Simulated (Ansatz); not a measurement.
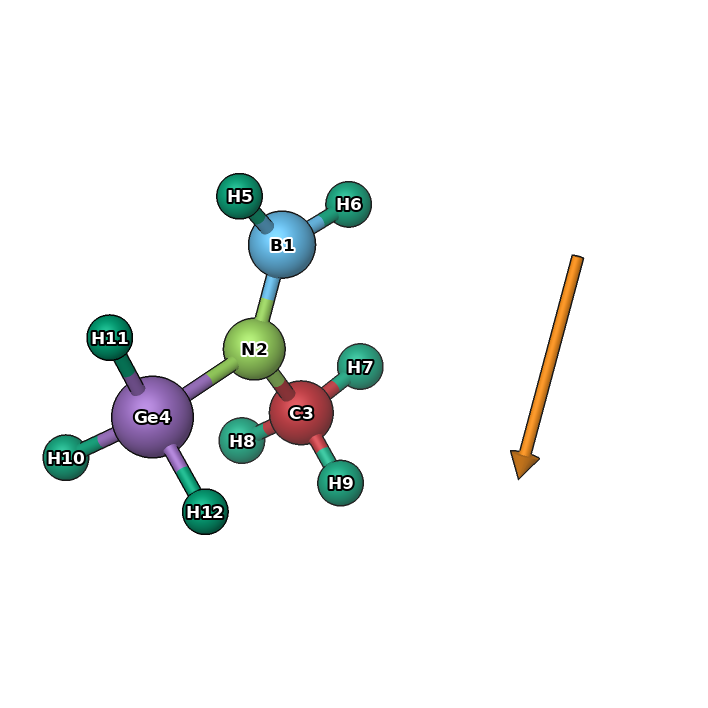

The arrow beside the molecule shows the direction of the dipole moment, from the negative to the positive end (its length means nothing). The geometry was computed by an optimisation with PBE-D4/def2-SVP. No frequency run is at hand to confirm it as a minimum. Method: RKS PBE-D4/def2-SVP (Ansatz 0.2.0).

Estimate the dipole moment.

1.97 D; it points from the side of H5, H6 to the side of H10, H12 (the outermost atoms at the two ends).
